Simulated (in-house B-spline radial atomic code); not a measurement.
```
Z = 15
electrons = 15.0
configuration = [Ne] 3s2 3p3
hamiltonian = nr
method = pbe,pbe
lmax = 9
wall_radius = 8
spin_polarised = True
box_radius = 8
intervals = 46
```

Launched with:
```bash
python run_gw.py task.json out
```

All-electron spherical atom, non-relativistic, PBE start, no spin-orbit coupling, Breit or QED terms; computed with a B-spline radial code, inside a hard wall of radius 8 bohr. The quasi-particle equation is solved at full frequency; levels of low quasi-particle weight Z are left out.

Parts of the G₀W₀ correction to each level for neutral phosphorus:

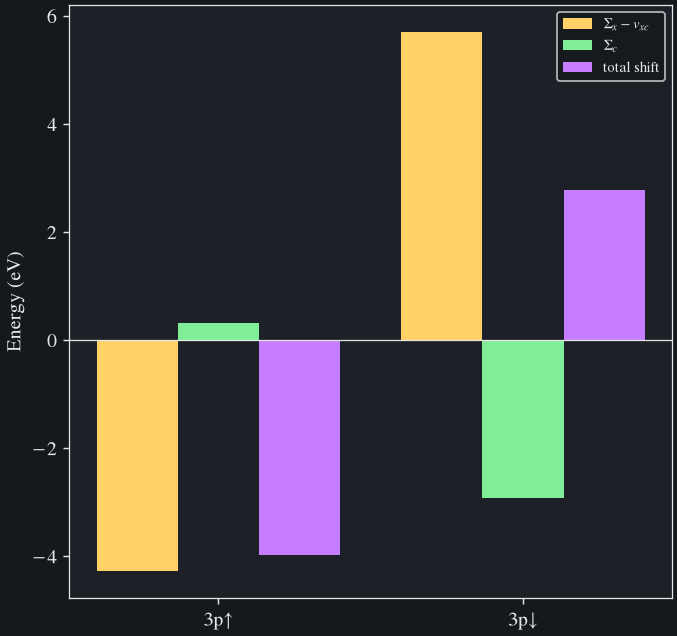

G₀W₀ moves the highest occupied level, 3p↑, from −6.23 to −10.21 eV (renormalisation factor Z = 0.83). The empty level 3p↓ goes from −3.66 to −0.89 eV.

| Level | Mean field (eV) | Σx − vxc (eV) | Σc (eV) | Z | G₀W₀ (eV) |
| --- | --- | --- | --- | --- | --- |
| 3p↑ | −6.23 | −4.29 | 0.31 | 0.83 | −10.21 |
| 3p↓ | −3.66 | 5.70 | −2.93 | 0.86 | −0.89 |
